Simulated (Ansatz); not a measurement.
# A failed many-body run on SnSe2 (1T monolayer)

Aim: the G0W0 gap of SnSe2 (1T monolayer). The first input has a fault.

Main program and level: Ansatz 0.2.0; G0W0 on PBE, plane waves, PAW; PAW set soft_1.

## 1. Set-up

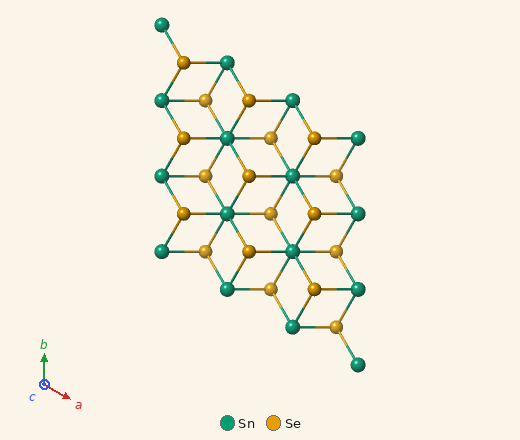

Start, viewed from above; tin teal, selenium orange. 3×3×1 cells are drawn. Some periodic images of atoms are drawn too.

The cell holds 3 atoms: 1 Sn and 2 Se. Its edges and angles: a = 3.869 Å, b = 3.869 Å, c = 29.600 Å, α = 90.0°, β = 90.0°, γ = 120.0°. Vacuum lies along c.

Structure file:

```cif
data_structure
_symmetry_space_group_name_H-M 'P 1'
_symmetry_Int_Tables_number 1
_cell_length_a 3.8693
_cell_length_b 3.8693
_cell_length_c 29.6000
_cell_angle_alpha 90.000
_cell_angle_beta 90.000
_cell_angle_gamma 120.000
_cell_volume 383.79
loop_
_atom_site_label
_atom_site_type_symbol
_atom_site_fract_x
_atom_site_fract_y
_atom_site_fract_z
_atom_site_occupancy
Sn1 Sn 0.00000 0.00000 0.50000 1
Se2 Se 0.33333 0.66667 0.55386 1
Se3 Se 0.66667 0.33333 0.44614 1
```

The structure was relaxed with PBE. The runs that relaxed it are not among those shown. The Coulomb interaction is cut off across the vacuum.

## 2. First try

input.yaml reads:

```yaml
crystal:
  lattice:
    - [3.8693422625, 0.0, 0.0]
    - [-1.9346711312, 3.3509486952, 0.0]
    - [0.0, 0.0, 29.6]
  atoms:
    - { symbol: Sn, position: [0.0, 0.0, 0.5] }
    - { symbol: Se, position: [0.3333333333, 0.6666666667, 0.553855976] }
    - { symbol: Se, position: [0.6666666667, 0.3333333333, 0.446144024] }
  periodic: [true, true, false]
kpoints:
  mp_grid: { grid: [3, 3, 1] }
hamiltonian:
  xc: pbe
  pseudopotentials: { kind: paw, azcp: { folder: soft_1 } }
scf:
  occupations: { method: fixed }
gw:
  n_empty_bands: 405
  ecut_chi: 2
  qp_bands: [v2, c2]
  qp_kpoints: band_edges
  screening: { model: contour_deformation }
```

On the command line:

```console
ansatz run input.yaml --threads 4 --pin off --max-ram 17510MiB --backend cpu --events-out ev --progress --plain --runs-dir out
```

Numbers of over 12 decimals in the logs are rounded to 6 here.

The program printed:

```text
Engine: ansatz 0.2.0, aarch64-unknown-linux-gnu
Pseudopotentials: kind: paw
Pseudopotential: Sn, paw, valence charge 14, recommended cutoff 420 eV (normal), soft_1/Sn.paw.azcp
Pseudopotential: Se, paw, valence charge 16, recommended cutoff 420 eV (normal), soft_1/Se.paw.azcp
Functional definition: PBE
  parameter kappa = 0.804
  parameter beta = 0.066725
  exchange = pbe_x(kappa = kappa, mu = beta*pi^2/3)
  correlation = pbe_c(beta = beta)
Crystal: 3 atoms, lattice volume = 383.793 Å³
Basis set: ecut = 420 eV, 7587 PW (Γ)
Bands: 28, of which v1, the nominal top of the filled ones, is band 23 counted from 1 (22 counted from 0)
Symmetry: 12 space group operations
Space group: P-3m1 (ITA 164), of the structure as read, at distance tolerance 7.3e-5 Å
k-points: 3 of 9
Non-local potential: Sn, projectors of the file, l = 0: 2, l = 1: 2, l = 2: 2, l = 3: 1
Non-local potential: Se, projectors of the file, l = 0: 2, l = 1: 2, l = 2: 3, l = 3: 1
PAW form: soft (Blöchl's): semilocal exchange-correlation on the pseudo side does not see the compensation charge
PAW one-centre angular grid: Sn, 590 points (default); XC on 64 Gauss nodes
PAW one-centre angular grid: Se, 590 points (default); XC on 64 Gauss nodes
Initial density: superposition of atomic densities (neutral atoms: chi_scale 0, normalization atom)
Initial wavefunctions: pseudopotential atomic-orbital guess
Functional: x = pbe(κ = 0.804, μ = 0.219515), c = pbe(β = 0.066725)
iter 1 solved again at ethr=2.74e-3 eV; its pass at ethr=3.10e-3 eV (dr2=1.26e0 eV) is discarded
SCF iter   1: F=—  HF=-16963.418787 eV  |F-HF|=—  |Δ(HF+E_count)|=         —  Δρ=1.45e-2  dr2=1.27e0  ethr=2.74e-3  ⟨swp⟩=1.3  Hψ=454  notcnv=0  defer=8
preconditioner: auto → Resta (q_TF=auto, 1.916 Å⁻¹)  ε∞=1.4  [insulator: Δε(μ)=1.672 eV  Ē_g=15.611 eV  n_scr=36 (ndim 8)  ℏωp=9.7 eV  f_vac=0.764  ε∞_Penn≈1.4  vacuum switching on, ρ_ref=1.8e-2 e/Å³]
SCF iter   2: F=—  HF=-16963.105783 eV  |F-HF|=—  |Δ(HF+E_count)|=   3.13e-1  Δρ=6.28e-3  dr2=1.99e-1  ethr=2.74e-3  ⟨swp⟩=4.0  Hψ=142  notcnv=0  defer=8
SCF iter   3: F=—  HF=-16963.080377 eV  |F-HF|=—  |Δ(HF+E_count)|=   2.54e-2  Δρ=3.42e-3  dr2=4.83e-2  ethr=4.33e-4  ⟨swp⟩=4.3  Hψ=187  notcnv=0  defer=8
SCF iter   4: F=—  HF=-16963.076960 eV  |F-HF|=—  |Δ(HF+E_count)|=   3.42e-3  Δρ=9.79e-4  dr2=2.97e-3  ethr=1.05e-4  ⟨swp⟩=3.3  Hψ=119  notcnv=0  defer=8
SCF iter   5: F=—  HF=-16963.077507 eV  |F-HF|=—  |Δ(HF+E_count)|=   5.47e-4  Δρ=1.80e-4  dr2=1.03e-4  ethr=6.45e-6  ⟨swp⟩=3.0  Hψ=131  notcnv=0  defer=8
SCF iter   6: F=—  HF=-16963.077536 eV  |F-HF|=—  |Δ(HF+E_count)|=   2.89e-5  Δρ=4.89e-5  dr2=9.38e-6  ethr=2.25e-7  ⟨swp⟩=3.3  Hψ=148  notcnv=0  defer=8
SCF iter   7: F=—  HF=-16963.077541 eV  |F-HF|=—  |Δ(HF+E_count)|=   4.59e-6  Δρ=1.28e-5  dr2=3.60e-7  ethr=2.04e-8  ⟨swp⟩=3.3  Hψ=152  notcnv=0  defer=8
SCF iter   8: F=-16963.077541 eV  HF=-16963.077541 eV  |F-HF|=3.63e-9  |Δ(HF+E_count)|=   5.61e-7  Δρ=1.78e-6  dr2=1.48e-8  ethr=2.17e-10  ⟨swp⟩=20.7  Hψ=505  notcnv=0
SCF 1 converged in 8 iterations: F = -16963.077541 eV  dr2 = 1.48e-8
[...]
NSCF: frozen V_eff on 3 k-points
G₀W₀ screening: q 1/3
[... further progress lines ...]
NSCF: frozen V_eff on 1 k-points
SCF converged after 8 iterations
Free energy (F): -16963.077541 eV
Harris-Foulkes:  -16963.077541 eV  (|F-HF|=3.63e-9)
Internal energy: -16963.077541 eV  (E = F + TS)
E sigma→0 (E₀):  -16963.077541 eV
Fermi energy:    -6.028238 eV
--- Per-component energies (eV) ---
  E_band       = -1493.841688
  E_kinetic    = 389.810078
  E_local      = -91704.371398  (includes V_loc(G=0)·N_el)
  E_nonlocal   = -563.883387
  E_hartree    = 45673.744034
  E_xc         = -294.935071
  E_vxc        = -259.604070  (∫ρ·V_xc dr)
  E_paw        = -8631.895507  (= ΣΔE_a)
  E_vpaw       = -703.298558  (= ΣTr[D̂ρ^β])
  E_aug_tail   = -0.000463  (compensation charges beyond the density's cutoff)
  E_ewald      = 38168.454174
  E_smearing   = -0.000000  (= −TS)
  E_closure    = -0.000000  (closes the sum)
  Σ components = -16963.077541   (vs F -16963.077541, Δ=0.00e0)
--- Band table (eV) ---
  k-point 0: bands = [... 19 lower, -6.4150, -6.4150, -6.0282, -6.0282, -4.4715, -2.9311, -1.4201, -1.4201, ... 1 higher]
  k-point 1: bands = [... 19 lower, -8.1016, -7.8192, -6.6192, -6.1427, -4.6807, -1.8220, -0.5565, -0.3218, ... 1 higher]
  k-point 2: bands = [... 19 lower, -9.4708, -9.1000, -6.7288, -6.7288, -4.1576, -0.7061, -0.7061, 0.5445, ... 1 higher]
--- G₀W₀: contour deformation, 7 samples at zero and on the imaginary axis and 1 off it, 9 q-points, 405 empty bands' worth ---
  eigenvalues of the whole cell's RPA ε∞ on this k-mesh (on a slab, of 1 + 4πα/V) = 1.1789, 5.9593, 5.9593; static W/v taken at q = 0 is 0.373192
  bands read: the sum over 428 bands ends inside a degenerate multiplet in 1 slot, whose members it reads at an even weight; the widest, k=2: bands 428 to 429 (counted from 1) at 1/2 each
  gw.qp_kpoints: band_edges: 2 of 3 stored k-points solved, in 1 pass; an edge of the gap read off the rows below is read off those points alone
    valence top: of the k-points left out ik 2 came nearest to being solved in a further pass, in band 22 (counted from 1, as in the quasiparticle table): it holds the edge there only if its correction is more favourable than any solved in that band by at least 0.701 eV; those differ by 0.135 eV
    conduction bottom: of the k-points left out ik 2 came nearest to being solved in a further pass, in band 24 (counted from 1, as in the quasiparticle table): it holds the edge there only if its correction is more favourable than any solved in that band by at least 0.523 eV; those differ by 0.077 eV
  `?` marks the rows in doubt; gw_qp.tsv's column doubts and the gw_qp event give each row's grounds
    ik  band        ε_KS         Σx   Σc(E_QP)       V_xc       Z   E_QP_lin       E_QP  E_QP is
     0    22     -6.0282   -17.7748     2.1447   -15.4008  0.7976    -6.2596    -6.2575  root
     0    23     -6.0282   -17.7748     2.1447   -15.4008  0.7976    -6.2596    -6.2575  root
     0    24     -4.4715   -10.8134    -2.3173   -14.3315  0.8033    -3.1613    -3.2707  root ?
     0    25     -2.9311    -7.7073    -2.8326   -12.1622  0.8179    -1.1011    -1.3088  root ?
     1    22     -6.6192   -16.7375     2.1713   -14.2019  0.7935    -6.9894    -6.9835  root
     1    23     -6.1427   -17.5097     2.1367   -15.1524  0.7971    -6.3653    -6.3634  root
     1    24     -4.6807   -10.5099    -2.3794   -14.0130  0.8007    -3.4680    -3.5570  root
     1    25     -1.8220    -7.7227    -2.7578   -12.0210  0.7940    -0.1371    -0.2816  root ?
```

The job ended after 23 s (4 threads of Arm Neoverse V1, shared host; peak memory 2 GiB; 83 s of CPU time).

In the SCF lines HF is the Harris–Foulkes energy and dr2 the Hartree energy of the density residual, in eV; the loop may stop once dr2 is under the threshold and the program's other checks hold. Hψ counts applications of the Hamiltonian.

**Diagnosis.**

The run ended normally, though the input holds a fault or crude settings.

The fault: screening cutoff of a few eV. Such a cutoff keeps only a few plane waves in the dielectric matrix, so local fields and the Coulomb hole are lost.

It printed a gap of 2.70 eV, which is an artefact of the settings.

## 3. A better input

Now the one-shot GW correction: screening in the RPA, then the self-energy of the levels asked for. This step takes PAW set soft_1 files.

input.yaml, as its differences from that of step 2:

```diff
@@ -18,4 +18,4 @@
 gw:
-  n_empty_bands: 405
-  ecut_chi: 2
+  n_empty_bands: 345
+  ecut_chi: 54.0
   qp_bands: [v2, c2]
```

The program printed:

```text
[...]
Crystal: 3 atoms, lattice volume = 383.793 Å³
Basis set: ecut = 420 eV, 7587 PW (Γ)
Bands: 28, of which v1, the nominal top of the filled ones, is band 23 counted from 1 (22 counted from 0)
[... 1 set-up line as in the run before ...]
[...]
k-points: 3 of 9
[...]
SCF iter   8: F=-16963.077541 eV  HF=-16963.077541 eV  |F-HF|=3.63e-9  |Δ(HF+E_count)|=   5.61e-7  Δρ=1.78e-6  dr2=1.48e-8  ethr=2.17e-10  ⟨swp⟩=20.7  Hψ=505  notcnv=0
SCF 1 converged in 8 iterations: F = -16963.077541 eV  dr2 = 1.48e-8
[...]
NSCF: frozen V_eff on 3 k-points
G₀W₀ screening: q 1/3
[... further progress lines ...]
[...]
SCF converged after 8 iterations
Free energy (F): -16963.077541 eV
[...]
Internal energy: -16963.077541 eV  (E = F + TS)
E sigma→0 (E₀):  -16963.077541 eV
Fermi energy:    -6.028238 eV
[...]
--- Band table (eV) ---
  k-point 0: bands = [... 19 lower, -6.4150, -6.4150, -6.0282, -6.0282, -4.4715, -2.9311, -1.4201, -1.4201, ... 1 higher]
  k-point 1: bands = [... 19 lower, -8.1016, -7.8192, -6.6192, -6.1427, -4.6807, -1.8220, -0.5565, -0.3218, ... 1 higher]
  k-point 2: bands = [... 19 lower, -9.4708, -9.1000, -6.7288, -6.7288, -4.1576, -0.7061, -0.7061, 0.5445, ... 1 higher]
[...]
0    22     -6.0282   -17.7748     2.2154   -15.4008  0.6848    -6.1880    -6.1868  root
     0    23     -6.0282   -17.7748     2.2154   -15.4008  0.6848    -6.1880    -6.1868  root
     0    24     -4.4715   -10.8134    -3.0787   -14.3315  0.7264    -4.0244    -4.0321  root
     0    25     -2.9311    -7.7073    -4.0620   -12.1622  0.7343    -2.5328    -2.5383  root
     1    22     -6.6192   -16.7375     2.3197   -14.2019  0.6816    -6.8377    -6.8351  root
     1    23     -6.1427   -17.5097     2.2010   -15.1524  0.6836    -6.3002    -6.2990  root
     1    24     -4.6807   -10.5099    -3.0826   -14.0130  0.7166    -4.2535    -4.2602  root
     1    25     -1.8220    -7.7227    -3.9211   -12.0210  0.7284    -1.4375    -1.4448  root
```

It took 22 s on 4 threads; peak memory 1.7 GiB; 81 s of CPU time.

Numbers from this step:

```yaml
bands_summed: 368
plane_waves_in_the_screening_matrix: 341
q_points_in_the_mesh: 9
g0w0_gap_on_the_mesh: 1.927 eV
k_of_the_valence_top: 0, 0, 0
k_of_the_conduction_bottom: 0, 0.3333, 0
starting_gap_on_the_mesh: 1.348 eV
z_at_the_valence_top: 0.6848
z_at_the_conduction_bottom: 0.7166
least_direct_g0w0_gap_on_the_computed_points: 2.039 eV
```

The gap on the mesh goes from 1.35 eV to 1.93 eV, a correction of +0.58 eV. Between the two edge states, bare exchange in place of the xc potential would open the gap by 5.88 eV, and correlation takes back 5.30 eV.

## 4. Summary of results

```yaml
first_try: converged after 23 s
better_run: G0W0 gap on the mesh 1.93 eV (3×3×1 mesh, 345 empty bands, screening to 54 eV, PAW set soft_1 files)
```

In words: The second run differs in: empty bands and screening cutoff (eV). Bands and cutoff are finite, so the gap is not at the basis limit. The miss can reach some tenths of an eV and take either sign; the mesh is an error of its own. Mesh or cutoff lie under what a gap needs, so these runs test behaviour and cost; their gaps are not to be quoted. The mesh in the plane is coarse for a sheet; gap and any exciton binding can still move on denser ones. The many-body steps are scalar-relativistic: spin-orbit coupling is not in them.

[Paths, hosts, dates, memory and timing lines, banners, echoed tables and standing remarks are left out of the program output.]

[Logs are printed without paths, hosts, clocks, repeated set-up lines and the standing remarks that a program may print on its own settings, such as how far it seeks lower states.]

[Runs of the session that timed out or met a known fault of the program may be left out.]

[Cells called generated may have been cut or substituted from an entry of the Crystallography Open Database or the Materials Project.]

[Hosts, paths, dates, database ids (printed as entryN), source tags and the programs' standing remarks are cut or masked in the printed files.]
